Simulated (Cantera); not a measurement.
Feed: 1 mol C2H2, 0.15 mol CO2, equilibrated at 19.0 Pa.

These are equilibrium values from Cantera (NASA tables, ideal gas, pure condensed phases), not measurements of a reactor. Candidate condensed phases: C, C6H6, C7H8, C8H18, H2O; 110 gas species. Rates play no part.

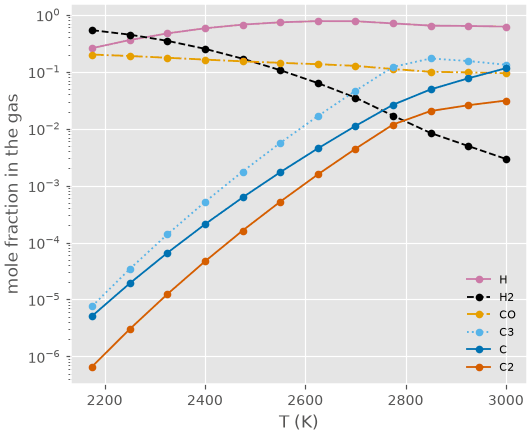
*Equilibrium gas composition (values under 1e-9 drawn at 1e-9)*

From 2175 K to 2775 K the condensed part is C(graphite). From 2850 K to 3000 K nothing is condensed. The main C-bearing gas is CO at 2175 K and C3 at 3000 K.
